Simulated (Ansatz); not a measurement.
## Sn wire along [110], 24 atoms a period, H-terminated: bands by functional

What gap, if any, does the Sn wire along [110], 24 atoms a period, H-terminated have, and how does it change with the functional?

Main program and level: Ansatz 0.2.0; DFT PBE, plane waves, PAW; relaxation of a wire's period; PAW set soft_1, in the first sound run; inputs show where later runs differ.

### Step 1. Starting point

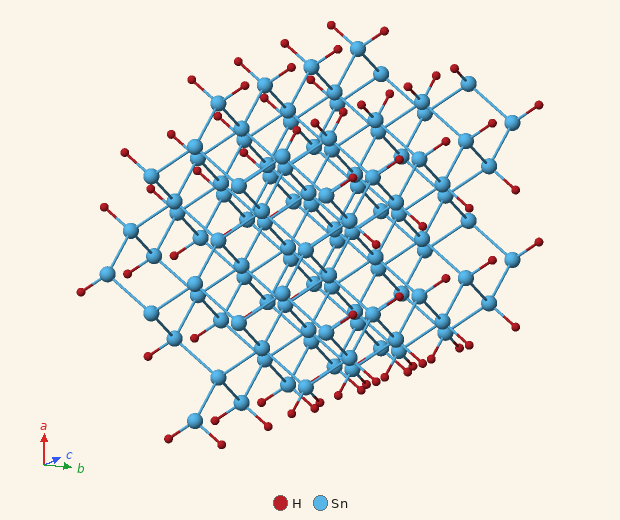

The starting structure, seen at a slant to the c axis (hydrogen red, tin blue). 1×1×4 cells are drawn. Some periodic images of atoms are drawn too.

The cell holds 40 atoms: 16 H and 24 Sn. Cell: a = 23.783 Å, b = 21.413 Å, c = 4.702 Å, α = 90.0°, β = 90.0°, γ = 90.0°. Vacuum lies along a and b. The structure's axis is c.

### Step 2. Relaxation of atoms and period

Band widths follow the bond lengths, so the wire is relaxed first. The atoms and the third cell vector are free; the box across stays fixed as vacuum. A Fermi-Dirac smearing is set since the result may be a metal. The pressure printed is a third of the stress's trace over the whole box, vacuum included; only the stress along the axis is relaxed.

Contents of input.yaml:

```yaml
crystal:
  lattice:
    - [23.783, 0.0, 0.0]
    - [0.0, 21.413, 0.0]
    - [0.0, 0.0, 4.7022600949]
  atoms:
    - { symbol: H, position: [0.142959257, 0.511838515, 0.0] }
    - { symbol: Sn, position: [0.185441827, 0.445109471, 0.0] }
    - { symbol: Sn, position: [0.395150442, 0.554908661, 0.0] }
    - { symbol: Sn, position: [0.395150442, 0.77450704, 0.0] }
    - { symbol: H, position: [0.437633013, 0.841236084, 0.0] }
    - { symbol: Sn, position: [0.465053314, 0.664707851, 0.0] }
    - { symbol: Sn, position: [0.465053314, 0.445109471, 0.0] }
    - { symbol: Sn, position: [0.67476193, 0.554908661, 0.0] }
    - { symbol: Sn, position: [0.67476193, 0.77450704, 0.0] }
    - { symbol: H, position: [0.7172445, 0.841236084, 0.0] }
    - { symbol: Sn, position: [0.744664801, 0.664707851, 0.0] }
    - { symbol: Sn, position: [0.744664801, 0.445109471, 0.0] }
    - { symbol: H, position: [0.212862128, 0.664707851, 0.196131437] }
    - { symbol: H, position: [0.787147372, 0.664707851, 0.303868563] }
    - { symbol: Sn, position: [0.255344699, 0.664707851, 0.5] }
    - { symbol: Sn, position: [0.255344699, 0.445109471, 0.5] }
    - { symbol: H, position: [0.282765, 0.268581238, 0.5] }
    - { symbol: H, position: [0.282765, 0.841236084, 0.5] }
    - { symbol: Sn, position: [0.325247571, 0.335310282, 0.5] }
    - { symbol: Sn, position: [0.325247571, 0.554908661, 0.5] }
    - { symbol: Sn, position: [0.325247571, 0.77450704, 0.5] }
    - { symbol: Sn, position: [0.534956186, 0.225511092, 0.5] }
    - { symbol: Sn, position: [0.534956186, 0.664707851, 0.5] }
    - { symbol: Sn, position: [0.534956186, 0.445109471, 0.5] }
    - { symbol: H, position: [0.562376487, 0.841236084, 0.5] }
    - { symbol: H, position: [0.577438756, 0.158782048, 0.5] }
    - { symbol: Sn, position: [0.604859058, 0.335310282, 0.5] }
    - { symbol: Sn, position: [0.604859058, 0.554908661, 0.5] }
    - { symbol: Sn, position: [0.604859058, 0.77450704, 0.5] }
    - { symbol: Sn, position: [0.814567673, 0.445109471, 0.5] }
    - { symbol: H, position: [0.857050244, 0.378380428, 0.5] }
    - { symbol: H, position: [0.857050244, 0.511838515, 0.5] }
    - { symbol: H, position: [0.787147372, 0.664707851, 0.696131437] }
    - { symbol: H, position: [0.212862128, 0.664707851, 0.803868563] }
    - { symbol: H, position: [0.142959257, 0.378380428, 0.0] }
    - { symbol: Sn, position: [0.395150442, 0.335310282, 0.0] }
    - { symbol: H, position: [0.422570744, 0.158782048, 0.0] }
    - { symbol: Sn, position: [0.465053314, 0.225511092, 0.0] }
    - { symbol: Sn, position: [0.67476193, 0.335310282, 0.0] }
    - { symbol: H, position: [0.7172445, 0.268581238, 0.0] }
kpoints:
  mp_grid: { grid: [1, 1, 18] }
scf:
  occupations: { method: fermi_dirac, width: 0.05 }
hamiltonian:
  xc: pbe
  pseudopotentials: { kind: paw, azcp: { folder: soft_1 } }
relax:
  cell: { fix: [a, b, alpha, beta, gamma] }
  max_steps: 45
  f_tol: 0.03
```

On the command line:

```sh
ansatz run input.yaml --threads 8 --pin off --max-ram 16384MiB --backend cpu --events-out ev --progress --plain --runs-dir out
```

Numbers of over 12 decimals in the logs are rounded to 6 here.

The log of the run:

```text
Engine: ansatz 0.2.0, aarch64-unknown-linux-gnu
Pseudopotentials: kind: paw
Pseudopotential: H, paw, valence charge 1, recommended cutoff 420 eV (normal), soft_1/H.paw.azcp
Pseudopotential: Sn, paw, valence charge 14, recommended cutoff 420 eV (normal), soft_1/Sn.paw.azcp
Functional definition: PBE
  parameter kappa = 0.804
  parameter beta = 0.066725
  exchange = pbe_x(kappa = kappa, mu = beta*pi^2/3)
  correlation = pbe_c(beta = beta)
Crystal: 40 atoms, lattice volume = 2394.698 Å³
Basis set: ecut = 420 eV, 46823 PW (Γ), exchange–correlation on 320×288×64 points (8 copies of the dense FFT grid, shifted against one another)
Bands: 216, of which v1, the nominal top of the filled ones, is band 176 counted from 1 (175 counted from 0)
Symmetry: 4 space group operations
Space group: Pma2 (ITA 28), of the structure as read, at distance tolerance 1.3e-4 Å
k-points: 10 of 18
Non-local potential: H, projectors of the file, l = 0: 2, l = 1: 1
Non-local potential: Sn, projectors of the file, l = 0: 2, l = 1: 2, l = 2: 2, l = 3: 1
PAW form: soft (Blöchl's): semilocal exchange-correlation on the pseudo side does not see the compensation charge
PAW one-centre angular grid: H, 110 points (default); XC on 64 Gauss nodes
PAW one-centre angular grid: Sn, 590 points (default); XC on 64 Gauss nodes
Initial density: superposition of atomic densities (neutral atoms: chi_scale 0, normalization atom)
Initial wavefunctions: pseudopotential atomic-orbital guess
Functional: x = pbe(κ = 0.804, μ = 0.219515), c = pbe(β = 0.066725)
SCF iter   1: F=—  HF=-144834.319331 eV  |F-HF|=—  |Δ(HF+E_count)|=         —  Δρ=2.59e-2  dr2=1.73e1  ethr=3.10e-3  ⟨swp⟩=6.7  Hψ=9315  notcnv=0  defer=94
preconditioner: auto → Resta (q_TF=auto, 1.982 Å⁻¹)  ε∞=2.1  [insulator: Δε(μ)=0.260 eV  Ē_g=7.565 eV  σ=0.050 eV  W_gap=0.86  n_scr=336 (ndim 8)  ℏωp=8.0 eV  f_vac=0.524  D(μ)=0.29/eV (n_scr^D=0)  ε∞_Penn≈2.1  vacuum switching on, ρ_ref=4.2e-3 e/Å³]
SCF iter   2: F=—  HF=-144830.533826 eV  |F-HF|=—  |Δ(HF+E_count)|=    3.79e0  Δρ=1.04e-2  dr2=4.36e0  ethr=3.10e-3  ⟨swp⟩=3.0  Hψ=3029  notcnv=0  defer=280
SCF iter   3: F=—  HF=-144830.097956 eV  |F-HF|=—  |Δ(HF+E_count)|=   4.36e-1  Δρ=4.74e-3  dr2=3.16e0  ethr=1.24e-3  ⟨swp⟩=3.5  Hψ=3060  notcnv=0  defer=279
SCF iter   4: F=—  HF=-144829.722663 eV  |F-HF|=—  |Δ(HF+E_count)|=   3.75e-1  Δρ=1.51e-3  dr2=2.37e-1  ethr=8.98e-4  ⟨swp⟩=3.5  Hψ=2677  notcnv=0  defer=279
SCF iter   5: F=—  HF=-144829.720682 eV  |F-HF|=—  |Δ(HF+E_count)|=   1.98e-3  Δρ=6.58e-4  dr2=4.90e-2  ethr=6.75e-5  ⟨swp⟩=2.3  Hψ=2639  notcnv=0  defer=278
SCF iter   6: F=—  HF=-144829.720998 eV  |F-HF|=—  |Δ(HF+E_count)|=   3.17e-4  Δρ=3.77e-4  dr2=9.54e-3  ethr=1.39e-5  ⟨swp⟩=2.2  Hψ=2388  notcnv=0  defer=274
SCF iter   7: F=—  HF=-144829.722602 eV  |F-HF|=—  |Δ(HF+E_count)|=   1.60e-3  Δρ=1.72e-4  dr2=9.04e-4  ethr=2.71e-6  ⟨swp⟩=2.0  Hψ=2223  notcnv=0  defer=274
SCF iter   8: F=—  HF=-144829.723605 eV  |F-HF|=—  |Δ(HF+E_count)|=   1.00e-3  Δρ=4.73e-5  dr2=1.32e-4  ethr=2.57e-7  ⟨swp⟩=2.0  Hψ=2446  notcnv=0  defer=274
SCF iter   9: F=—  HF=-144829.723707 eV  |F-HF|=—  |Δ(HF+E_count)|=   1.02e-4  Δρ=1.83e-5  dr2=3.74e-5  ethr=3.74e-8  ⟨swp⟩=2.0  Hψ=2447  notcnv=0  defer=274
SCF iter  10: F=—  HF=-144829.723740 eV  |F-HF|=—  |Δ(HF+E_count)|=   3.28e-5  Δρ=1.01e-5  dr2=8.89e-6  ethr=1.06e-8  ⟨swp⟩=2.0  Hψ=2553  notcnv=0  defer=274
SCF iter  11: F=—  HF=-144829.723743 eV  |F-HF|=—  |Δ(HF+E_count)|=   3.79e-6  Δρ=4.94e-6  dr2=9.51e-7  ethr=2.53e-9  ⟨swp⟩=2.0  Hψ=2336  notcnv=0  defer=274
SCF iter  12: F=—  HF=-144829.723745 eV  |F-HF|=—  |Δ(HF+E_count)|=   1.84e-6  Δρ=1.63e-6  dr2=1.85e-7  ethr=2.70e-10  ⟨swp⟩=2.0  Hψ=2447  notcnv=0  defer=274
SCF iter  13: F=-144829.723746 eV  HF=-144829.723746 eV  |F-HF|=8.47e-9  |Δ(HF+E_count)|=   2.15e-7  Δρ=4.54e-7  dr2=1.32e-8  ethr=2.84e-11  ⟨swp⟩=5.0  Hψ=6614  notcnv=0
SCF 1 converged in 13 iterations: F = -144829.723746 eV  dr2 = 1.32e-8
  greatest PAW one-centre occupation: 0.991 electrons in one spin orbital (limit 2), on the Sn atom at site 29 (counted from 0), in its partial waves of l = 2
relax step   1: F+E_penalty+E_count = -144829.72374551 eV  Δ(F+E_penalty+E_count) = +0.000e0 eV  max|allowed force component| = 1.972e-1 eV/Å  Δτ_max = 0.0000 Å  P = -0.314 GPa  Ω = 2394.698 Å³  fix = [a, b, alpha, beta, gamma]  reactions: a -0.363, b -0.431 GPa  (13 SCF iters, dr2 threshold 1.00e-7 eV, accepted)
Crystal: 40 atoms, lattice volume = 2401.495 Å³
Basis set: ecut = 420 eV, 46927 PW (Γ), exchange–correlation on 320×288×64 points (8 copies of the dense FFT grid, shifted against one another)
Initial density: handed on by an earlier stage of this run
Initial wavefunctions: those handed on with the density
iter 1 solved again at ethr=1.98e-4 eV; its pass at ethr=3.10e-3 eV (dr2=6.98e-1 eV) is discarded
SCF iter   1: F=—  HF=-144829.575533 eV  |F-HF|=—  |Δ(HF+E_count)|=         —  Δρ=5.96e-3  dr2=7.08e-1  ethr=1.98e-4  ⟨swp⟩=7.2  Hψ=9788  notcnv=0  defer=1
preconditioner: auto → Resta (q_TF=auto, 1.981 Å⁻¹)  ε∞=1.6  [insulator: Δε(μ)=0.639 eV  Ē_g=18.964 eV  σ=0.050 eV  W_gap=1.00  n_scr=336 (ndim 8)  ℏωp=14.2 eV  f_vac=0.574  D(μ)=0.01/eV (n_scr^D=0)  ε∞_Penn≈1.6  vacuum switching on, ρ_ref=2.6e-2 e/Å³]
SCF iter   2: F=—  HF=-144829.485027 eV  |F-HF|=—  |Δ(HF+E_count)|=   9.05e-2  Δρ=2.86e-3  dr2=2.62e-1  ethr=1.98e-4  ⟨swp⟩=5.8  Hψ=3509  notcnv=0  defer=88
SCF iter   3: F=—  HF=-144829.517403 eV  |F-HF|=—  |Δ(HF+E_count)|=   3.24e-2  Δρ=1.77e-3  dr2=4.65e-1  ethr=7.43e-5  ⟨swp⟩=4.1  Hψ=3960  notcnv=0  defer=285
SCF iter   4: F=—  HF=-144829.455754 eV  |F-HF|=—  |Δ(HF+E_count)|=   6.16e-2  Δρ=4.16e-4  dr2=9.70e-3  ethr=7.43e-5  ⟨swp⟩=3.2  Hψ=2518  notcnv=0  defer=283
SCF iter   5: F=—  HF=-144829.455667 eV  |F-HF|=—  |Δ(HF+E_count)|=   8.72e-5  Δρ=1.87e-4  dr2=4.47e-3  ethr=2.76e-6  ⟨swp⟩=2.2  Hψ=2649  notcnv=0  defer=283
SCF iter   6: F=—  HF=-144829.455192 eV  |F-HF|=—  |Δ(HF+E_count)|=   4.75e-4  Δρ=8.25e-5  dr2=3.06e-4  ethr=1.27e-6  ⟨swp⟩=1.7  Hψ=2307  notcnv=0  defer=281
SCF iter   7: F=—  HF=-144829.455126 eV  |F-HF|=—  |Δ(HF+E_count)|=   6.58e-5  Δρ=4.17e-5  dr2=3.89e-5  ethr=8.70e-8  ⟨swp⟩=2.0  Hψ=2482  notcnv=0  defer=281
SCF iter   8: F=—  HF=-144829.455147 eV  |F-HF|=—  |Δ(HF+E_count)|=   2.14e-5  Δρ=1.72e-5  dr2=2.10e-5  ethr=1.11e-8  ⟨swp⟩=2.0  Hψ=2438  notcnv=0  defer=281
SCF iter   9: F=—  HF=-144829.455149 eV  |F-HF|=—  |Δ(HF+E_count)|=   1.40e-6  Δρ=6.99e-6  dr2=4.92e-6  ethr=5.98e-9  ⟨swp⟩=2.0  Hψ=2230  notcnv=0  defer=281
[...]
SCF iter   6: F=—  HF=-144829.840933 eV  |F-HF|=—  |Δ(HF+E_count)|=   4.57e-6  Δρ=1.35e-7  dr2=2.85e-9  ethr=1.00e-12  ⟨swp⟩=3.0  Hψ=3021  notcnv=0
SCF iter   7: F=—  HF=-144829.840934 eV  |F-HF|=—  |Δ(HF+E_count)|=   5.27e-7  Δρ=5.34e-8  dr2=7.40e-10  ethr=1.00e-12  ⟨swp⟩=2.2  Hψ=2622  notcnv=0
SCF iter   8: F=-144829.840934 eV  HF=-144829.840934 eV  |F-HF|=8.59e-9  |Δ(HF+E_count)|=   4.83e-9  Δρ=2.09e-8  dr2=5.46e-11  ethr=1.00e-12  ⟨swp⟩=4.1  Hψ=6101  notcnv=0
SCF 5 converged in 8 iterations: F = -144829.840934 eV  dr2 = 5.46e-11
  greatest PAW one-centre occupation: 0.991 electrons in one spin orbital (limit 2), on the Sn atom at site 1 (counted from 0), in its partial waves of l = 2
relax step   5: F+E_penalty+E_count = -144829.84093400 eV  Δ(F+E_penalty+E_count) = -8.696e-4 eV  max|allowed force component| = 2.513e-2 eV/Å  Δτ_max = 0.0000 Å  P = -0.023 GPa  Ω = 2405.774 Å³  fix = [a, b, alpha, beta, gamma]  reactions: a -0.027, b -0.032 GPa  stress off target by 1.10e-2 GPa on what of the cell is left free  SCF on the basis re-selected at this cell (its energy is not comparable with the rows above)  (8 SCF iters)
basis re-selected at this cell: Δ(F+E_penalty+E_count) = -8.696e-4 eV, ΔP = +0.000 GPa vs the last step (what re-selecting the basis moved, of the pressure what is left beyond the Pulay correction that the steps carried, after the strain that the cell walked since its last selection, with what the two solves' SCF thresholds leave and, on support functions, any second-order correction that the steps lacked; it is no m [...]
SCF converged after 8 iterations
Free energy (F): -144829.840934 eV
Harris-Foulkes:  -144829.840934 eV  (|F-HF|=8.59e-9)
Internal energy: -144829.840735 eV  (E = F + TS)
E sigma→0 (E₀):  -144829.840834 eV
Entropy (-TS):   -0.000199 eV (-0.005 meV/atom)
Fermi energy:    -0.159740 eV
--- Per-component energies (eV) ---
  E_band       = -5687.858480
  E_kinetic    = 4225.178421
  E_local      = -176932.911110  (includes V_loc(G=0)·N_el)
  E_nonlocal   = 3485.696351
  E_hartree    = 86709.743853
  E_xc         = -3137.532204
  E_vxc        = -2076.708397  (∫ρ·V_xc dr)
  E_paw        = -104894.316858  (= ΣΔE_a)
  E_vpaw       = -7808.595298  (= ΣTr[D̂ρ^β])
  E_aug_tail   = -0.007077  (compensation charges beyond the density's cutoff)
  E_ewald      = 45714.307890
  E_smearing   = -0.000199  (= −TS)
  E_closure    = 0.000000  (closes the sum)
  Σ components = -144829.840934   (vs F -144829.840934, Δ=0.00e0)
--- Forces (eV/Å), atoms counted from 1 ---
  atom   1  H     -0.00010189     0.00441300     0.00000000
  atom   2  Sn    -0.00127836    -0.00218772    -0.00000000
  atom   3  Sn     0.01504224    -0.00725317    -0.00000000
  atom   4  Sn     0.01984622    -0.01466847    -0.00000000
  atom   5  H     -0.00056964     0.00008723     0.00000000
  atom   6  Sn    -0.01032879    -0.00160070    -0.00000000
  atom   7  Sn    -0.00768141     0.00180383     0.00000000
  atom   8  Sn     0.01262619     0.00300376     0.00000000
  atom   9  Sn    -0.00035195     0.01119617     0.00000000
  atom  10  H     -0.00003252     0.00057287     0.00000000
  atom  11  Sn    -0.00851886    -0.02512619    -0.00000000
  atom  12  Sn    -0.02040538     0.00603328     0.00000000
  atom  13  H     -0.00070680    -0.00032671    -0.00495022
  atom  14  H      0.00070680    -0.00032671     0.00495022
  atom  15  Sn     0.00851886    -0.02512619    -0.00000000
  atom  16  Sn     0.02040538     0.00603328     0.00000000
  atom  17  H      0.00156597     0.00011250     0.00000000
  atom  18  H      0.00003252     0.00057287     0.00000000
  atom  19  Sn    -0.00407927     0.00830405     0.00000000
  atom  20  Sn    -0.01262619     0.00300376     0.00000000
  atom  21  Sn     0.00035195     0.01119617     0.00000000
  atom  22  Sn     0.01796865     0.01356829     0.00000000
  atom  23  Sn     0.01032879    -0.00160070    -0.00000000
  atom  24  Sn     0.00768141     0.00180383     0.00000000
  atom  25  H      0.00056964     0.00008723     0.00000000
  atom  26  H     -0.00217343    -0.00108895    -0.00000000
  atom  27  Sn    -0.01723773     0.00676404     0.00000000
  atom  28  Sn    -0.01504224    -0.00725317    -0.00000000
  atom  29  Sn    -0.01984622    -0.01466847    -0.00000000
  atom  30  Sn     0.00127836    -0.00218772    -0.00000000
  atom  31  H     -0.00098718    -0.00328045    -0.00000000
  atom  32  H      0.00010189     0.00441300     0.00000000
  atom  33  H      0.00070680    -0.00032671    -0.00495022
  atom  34  H     -0.00070680    -0.00032671     0.00495022
  atom  35  H      0.00098718    -0.00328045    -0.00000000
  atom  36  Sn     0.01723773     0.00676404     0.00000000
  atom  37  H      0.00217343    -0.00108895    -0.00000000
  atom  38  Sn    -0.01796865     0.01356829     0.00000000
  atom  39  Sn     0.00407927     0.00830405     0.00000000
  atom  40  H     -0.00156597     0.00011250     0.00000000
  max |Σ_I F_I| component: 1.66e-7 eV/Å
--- Stress (GPa, compression-positive) ---
       -0.026860       0.000000       0.000000
        0.000000      -0.032432      -0.000000
        0.000000      -0.000000      -0.011024
  P = ⅓ Tr σ = -0.0234 GPa (-0.234 kbar)
--- Relaxed structure (4 steps of the walk, 3 accepted, 1 SCFs on fresh bases) ---
  F+E_penalty+E_count = -144829.84093400 eV   max|allowed force component| = 2.513e-2 eV/Å   (the final SCF, on the basis selected at the relaxed cell)
  cell:  # Å, volume = 2405.7745 Å³
    - [23.783, 0.0, 0.0]
    - [0.0, 21.413, 0.0]
    - [0.0, 0.0, 4.724009]
  atoms:
    - { symbol: H, position: [0.145076, 0.510202, 0] }
    - { symbol: Sn, position: [0.188865, 0.445391, 0] }
    - { symbol: Sn, position: [0.395401, 0.554481, 0] }
    - { symbol: Sn, position: [0.394220, 0.771561, 0] }
    - { symbol: H, position: [0.436550, 0.837913, 0] }
    - { symbol: Sn, position: [0.465343, 0.663863, 0] }
    - { symbol: Sn, position: [0.465261, 0.445057, 0] }
    - { symbol: Sn, position: [0.673922, 0.554444, 0] }
    - { symbol: Sn, position: [0.672712, 0.772169, 0] }
    - { symbol: H, position: [0.715193, 0.838459, 0] }
    - { symbol: Sn, position: [0.741646, 0.664448, 0] }
    - { symbol: Sn, position: [0.743902, 0.445640, 0] }
    - { symbol: H, position: [0.214809, 0.664379, 0.206479] }
    - { symbol: H, position: [0.785191, 0.664379, 0.293521] }
    - { symbol: Sn, position: [0.258354, 0.664448, 0.500000] }
    - { symbol: Sn, position: [0.256098, 0.445640, 0.500000] }
    - { symbol: H, position: [0.284970, 0.271922, 0.500000] }
    - { symbol: H, position: [0.284807, 0.838459, 0.500000] }
    - { symbol: Sn, position: [0.327377, 0.338448, 0.500000] }
    - { symbol: Sn, position: [0.326078, 0.554444, 0.500000] }
    - { symbol: Sn, position: [0.327288, 0.772169, 0.500000] }
    - { symbol: Sn, position: [0.533610, 0.228129, 0.500000] }
    - { symbol: Sn, position: [0.534657, 0.663863, 0.500000] }
    - { symbol: Sn, position: [0.534739, 0.445057, 0.500000] }
    - { symbol: H, position: [0.563450, 0.837913, 0.500000] }
    - { symbol: H, position: [0.576184, 0.161837, 0.500000] }
    - { symbol: Sn, position: [0.604442, 0.335822, 0.500000] }
    - { symbol: Sn, position: [0.604599, 0.554481, 0.500000] }
    - { symbol: Sn, position: [0.605780, 0.771561, 0.500000] }
    - { symbol: Sn, position: [0.811135, 0.445391, 0.500000] }
    - { symbol: H, position: [0.854989, 0.380632, 0.500000] }
    - { symbol: H, position: [0.854924, 0.510202, 0.500000] }
    - { symbol: H, position: [0.785191, 0.664379, 0.706479] }
    - { symbol: H, position: [0.214809, 0.664379, 0.793521] }
    - { symbol: H, position: [0.145011, 0.380632, 0] }
    - { symbol: Sn, position: [0.395558, 0.335822, 0] }
    - { symbol: H, position: [0.423816, 0.161837, 0] }
    - { symbol: Sn, position: [0.466390, 0.228129, 0] }
    - { symbol: Sn, position: [0.672623, 0.338448, 0] }
    - { symbol: H, position: [0.715030, 0.271922, 0] }
```

It took 8 min on 8 threads of Arm Neoverse V2, shared host; peak memory 13 GiB; 63 min of CPU time.

The steps of the relaxation:

```
step  energy less that of the first step (eV)  largest force component (eV/Å)  pressure (GPa)  volume (Å³)
   1                                   0.0000                          0.1972           -0.31      2394.70
   2                                   0.2686                          0.9755            0.30      2401.49
   3                                  -0.1129                          0.0509           -0.07      2405.64
   4                                  -0.1163                          0.0251           -0.02      2405.77
  5*                                  -0.1172                          0.0251           -0.02      2405.77
```

Relaxation steps marked * repeat the geometry before them on a plane-wave basis chosen anew for their cell, so energy and pressure can jump there. Relaxation step 2 was tried and not accepted.

Forces are held to the 4 operations that the run works with; a distortion that breaks them can't arise in this run.

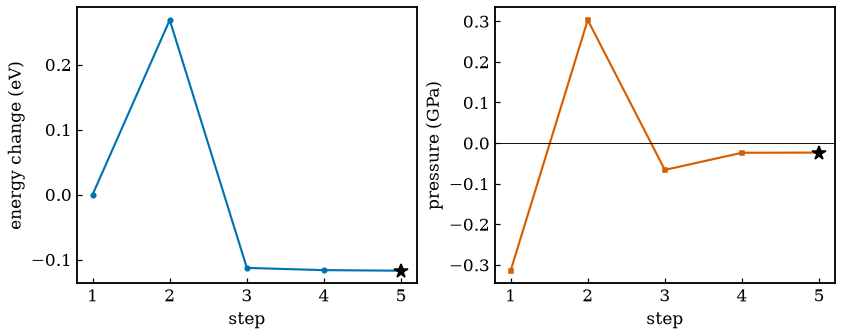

Energy and pressure along the relaxation. Stars mark steps on a basis chosen anew.

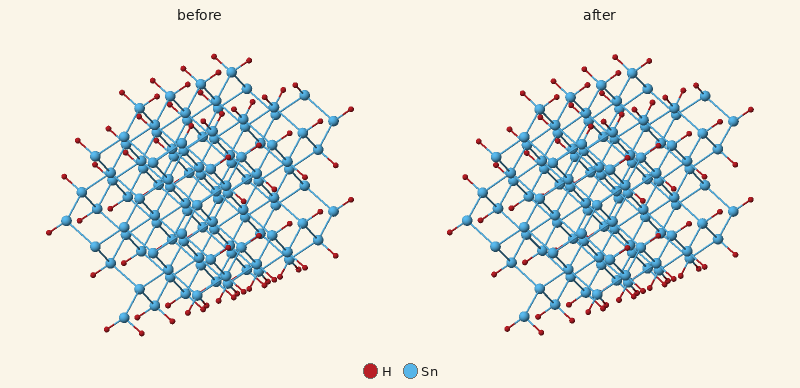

Before and after, at one scale.

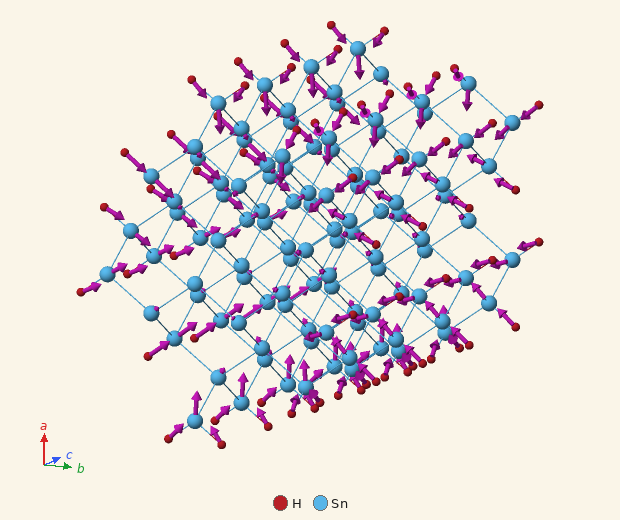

Displacements in the relaxation, exaggerated, measured against the changing cell; the longest in the cell stands for 0.09 Å. 1×1×4 cells are drawn. Some periodic images of atoms are drawn too.

```
cell as run  before  after  change
      c (Å)   4.702  4.724  +0.5 %
```

The atoms that moved most (Å, along periodic axes as changes of fractional coordinates times the final cell, across vacuum about the mean position):

```
atom      dx      dy     dz  length
 H17   0.053   0.072  0.000   0.089
 H40  -0.053   0.072  0.000   0.089
Sn39  -0.051   0.067  0.000   0.084
Sn19   0.051   0.067  0.000   0.084
 Sn2   0.082   0.006  0.000   0.082
Sn30  -0.082   0.006  0.000   0.082
 H18   0.049  -0.059  0.000   0.077
 H10  -0.049  -0.059  0.000   0.077
```

Numbers from this step:

```
energy at zero smearing    : -144829.8408 eV
cell length along the wire : 4.724 Å
```

The cell's length comes to 4.724 Å with spin left out.

(Continued in part 2 of 3.)

[Logs are printed without paths, hosts, clocks, repeated set-up lines and the standing remarks that a program may print on its own settings, such as how far it seeks lower states.]

[Hosts, paths, dates, database ids (printed as entryN), source tags and the programs' standing remarks are cut or masked in the printed files.]
